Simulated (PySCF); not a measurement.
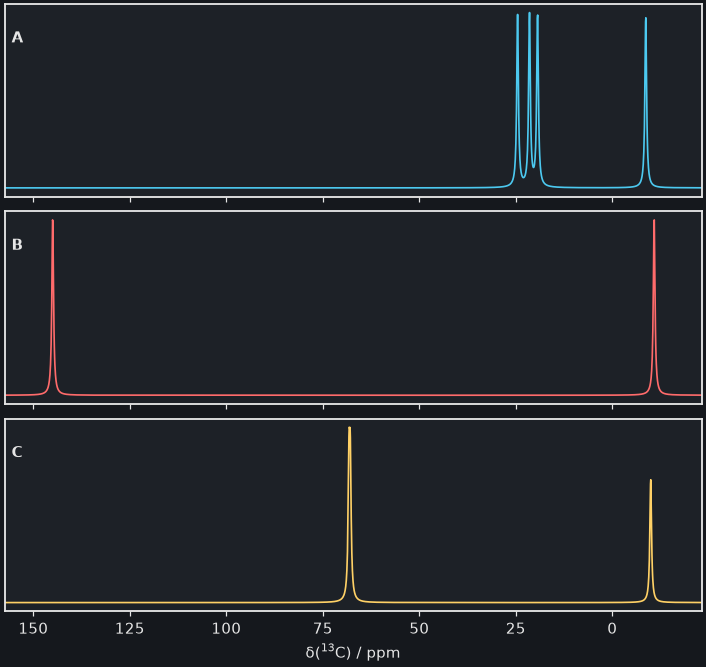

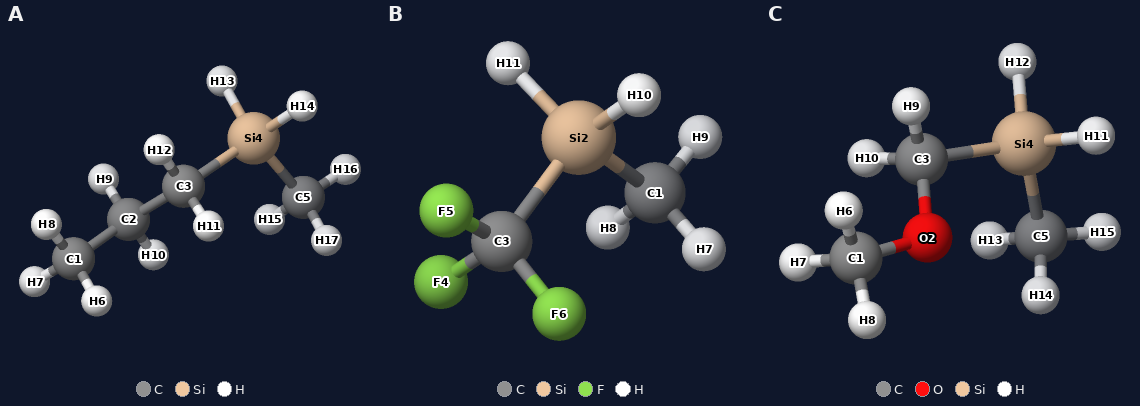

Related molecules: A is C₄H₁₂Si, SMILES CCC[SiH2]C; B is C₂H₅F₃Si, SMILES C[SiH2]C(F)(F)F; C is C₃H₁₀OSi, SMILES COC[SiH2]C. GIAO ¹³C shifts against TMS, PBE/pcSseg-2 in PySCF, at a PBE0-D3(BJ)/def2-SVP geometry (no frequency check); fully decoupled, line heights follow the number of nuclei within a panel, widths are arbitrary (no quadrupolar broadening); values of one conformer, averaged over nuclei that symmetry or rotation about single bonds exchange, these motions taken as fast; other conformers aren't averaged in.

### Assign the ¹³C signals of each molecule.

A: 24.5 (C2); 21.5 (C1); 19.4 (C3); −8.7 (C5)
B: 145.0 (C3); −10.8 (C1)
C: 68.2 (C3); 67.9 (C1); −9.9 (C5)

The order of signals that lie close, as those under 2 ppm apart, is within the error of the method.
